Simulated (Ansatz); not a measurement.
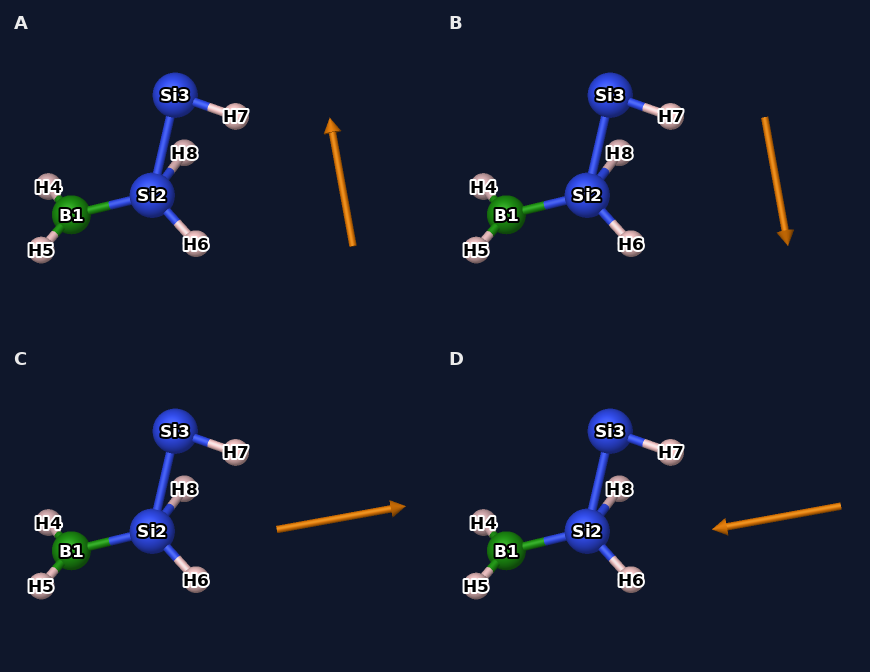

The same molecule four times, each with an arrow. The computed structure is the end point of a PBE-D4/def2-SVP optimisation. No frequency run is at hand to confirm it as a minimum. Method: RKS PBE-D4/def2-SVP (Ansatz 0.2.0).

### Which arrow points along the dipole moment, from the negative to the positive end?

B. The dipole moment is 0.98 D; it points from the side of Si3 to the side of H6 (the outermost atoms at the two ends).
